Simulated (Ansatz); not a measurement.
**BH₃O: density, localisation and related maps**

```yaml
atoms:
  - { symbol: B, position_ang: [0.2306, -0.0754, 0.1879] }
  - { symbol: H, position_ang: [0.1895, -0.0964, 1.3832] }
  - { symbol: O, position_ang: [1.3704, -0.3828, -0.4694] }
  - { symbol: H, position_ang: [2.1090, -0.6095, 0.1055] }
  - { symbol: H, position_ang: [-0.7126, 0.2122, -0.4803] }
```

Computed with RKS B3LYP/def2-TZVP (Ansatz).

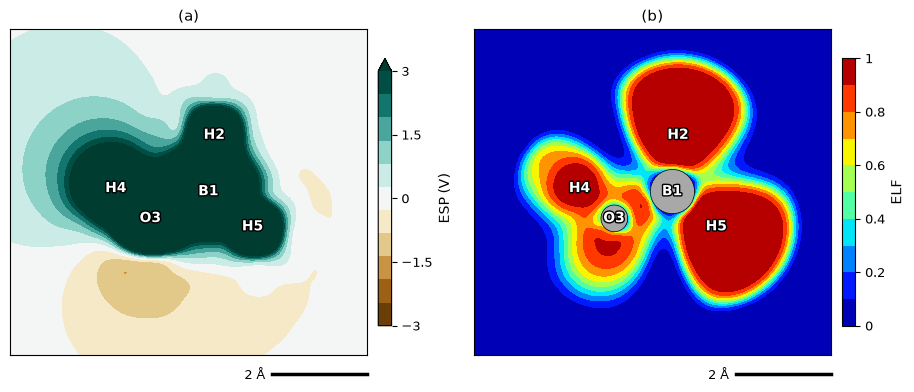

Figure 1. (a) electrostatic potential; (b) electron localisation function on the molecular plane. Grey discs cover the atomic cores in the ELF map.

Describe what can be read from this map.

Answer. The plane passes through B, H and O nuclei. B–O (1.35 Å): the ELF peaks at about 0.90 between the atoms; a polar covalent bond. O–H (0.96 Å): the ELF climbs to about 1 towards the hydrogen, as it does in any bond to H (an ordinary covalent bond to hydrogen). B–H (1.19 Å): the ELF climbs to about 1 towards the hydrogen (a covalent bond by its length). The ELF also peaks beside O3, away from the bonds: lone-pair regions. Outside the dense part of the molecule the potential is most negative (−1.4 V) near O3.

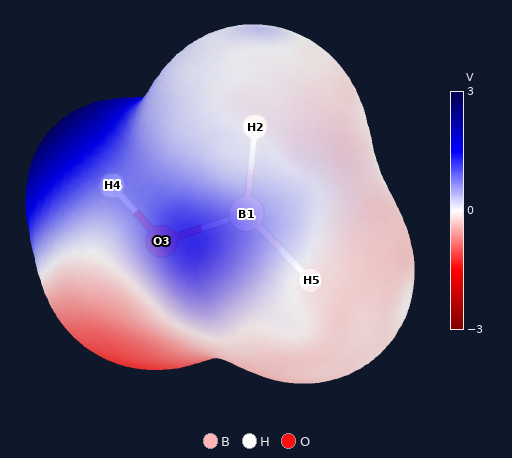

Figure 2. The molecular electrostatic potential painted on the density surface at 0.002 e/bohr³, seen at a tilt; the colour scale runs from red (negative) to blue (positive).

Describe the electrostatic potential map.

Answer. The most negative region (about −1.3 V) lies over O3, the most positive (about +2.8 V) over H4. O3 is the likeliest acceptor of a hydrogen bond.

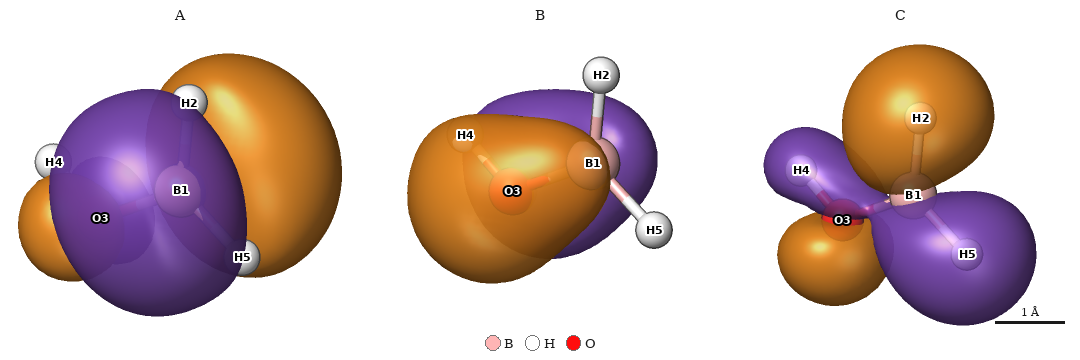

Figure 3. Three frontier orbitals at ±0.1 Å⁻³ᐟ² (orange and purple are the two phases), in no order.

Order the three orbitals by energy and name them.

Answer. B is the HOMO−1 (−10.39 eV). Its weight (Hirshfeld) is mainly on O3 (about 75 %) and B1 (about 15 %); it changes sign across the molecular plane (π type). C is the HOMO (−8.69 eV). By Hirshfeld shares it lies mainly on B1 (about 30 %), O3 (about 25 %), H2 (about 25 %) and H5 (about 20 %); it is symmetric in the molecular plane (an in-plane orbital: σ, lone-pair or in-plane π type). A is the LUMO (−0.69 eV). By Hirshfeld shares it lies mainly on B1 (about 65 %), O3 (about 15 %), H2 (about 10 %) and H5 (about 10 %); it changes sign across the molecular plane (π type).

What is the HOMO–LUMO gap?

Answer. 8.00 eV between the orbital energies.
